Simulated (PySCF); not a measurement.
**TiC (charge +1, quartet): density, localisation and related maps**

```tsv
atom	x (Å)	y (Å)	z (Å)
Ti	0.0000	0.0000	-0.3553
C	0.0000	0.0000	1.4197
```

These are results of PBE0/def2-TZVPPD, non-relativistic Hamiltonian with scalar-relativistic core potentials where named, at a bond length of 1.775 Å (PySCF), not measurements.

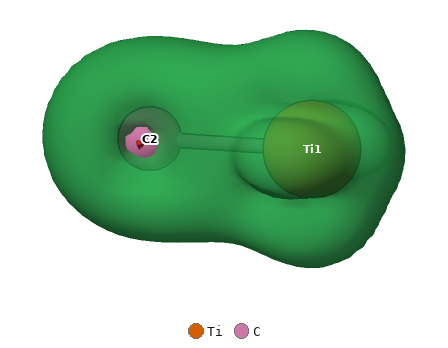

Figure 1. Isosurfaces of the spin density (α minus β) at +0.1 (green) and −0.1 e/Å³ (red), seen from one side.

Question: Describe the spin distribution.

Answer: The unpaired spin (3 electrons) lies mostly on Ti1 (about 1.8) and C2 (about 1.2), in electrons by Hirshfeld's partition.

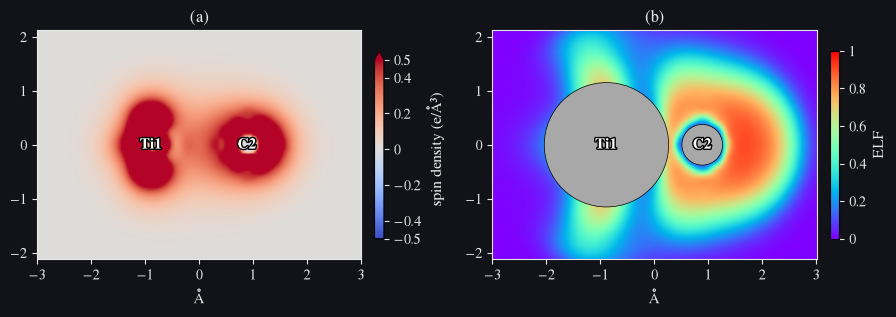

Figure 2. (a) spin density; (b) electron localisation function on a plane that holds the molecular axis. Grey discs cover the atomic cores in the ELF map.

Question: What does the map show?

Answer: The section cuts through Ti and C sites. C–Ti (1.77 Å): the ELF peaks at about 0.75 in the valence shell of C, 0.6 Å from its nucleus, and is about 0.30 at the midpoint.
